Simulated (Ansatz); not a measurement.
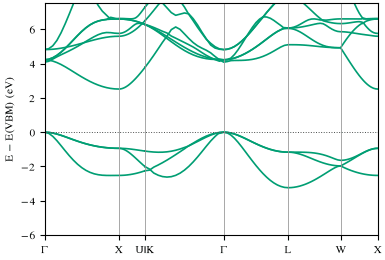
*Band structure from r²SCAN (plane waves, PAW; program Ansatz)*

Task: Read off the gap and where the band edges lie.

Result: About 2.5 eV (2.52 eV by a search for the band edges); maximum at Γ, minimum at X.

The material is CaSe (rock salt, space group No. 225).

Space group Fm-3m (rock salt). The r²SCAN relaxation kept the symmetry of its start; phonons on a q-mesh show no instability. Spin–orbit coupling is left out wherever it is not named.

Potentials: the later of the program's two PAW sets.
